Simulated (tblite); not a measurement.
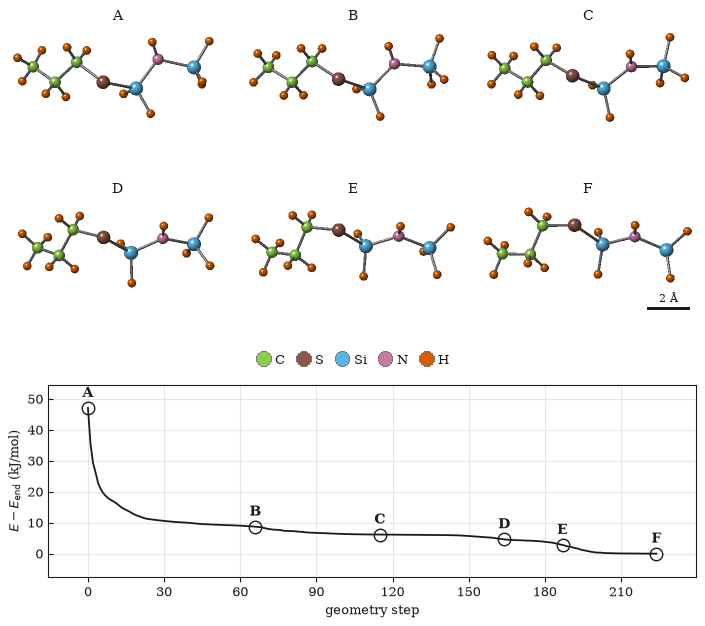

Frames of a relaxation of C3H13NSSi2, marked on the history of the run. Style: ball-and-stick. Shown face on.

The calculation used GFN2-xTB geometry optimisation, gas phase (tblite 0.8.0). 

**Describe the path.**

After 224 geometry steps the energy has fallen by 47.1 kJ/mol. The atom that moves furthest after the best rigid fit is an H atom (1.70 Å). Largest moves by element: H 1.70 Å, S 1.46 Å, Si 0.86 Å, N 0.75 Å, C 0.69 Å. Some distances before and after: N–Si 1.769 → 1.715 Å, N–Si 1.782 → 1.732 Å, C–S 1.795 → 1.824 Å, C–C 1.495 → 1.524 Å. Bond angles that change, for instance: Si–N–Si 113.9° → 127.4°, S–Si–N 113.7° → 104.2°, C–S–Si 108.7° → 101.0°. Groups turn about S–Si by about 85°, C–S by about 25°. From step 0 to 66: the N atom moves most (0.42 Å), energy −38.3 kJ/mol. From step 66 to 115: an H atom moves most (0.80 Å), energy −2.55 kJ/mol. From step 115 to 164: an H atom moves most (0.79 Å), energy −1.55 kJ/mol. From step 164 to 187: an H atom moves most (0.66 Å), energy −1.81 kJ/mol. From step 187 to 224: an H atom moves most (0.54 Å), energy −2.81 kJ/mol.
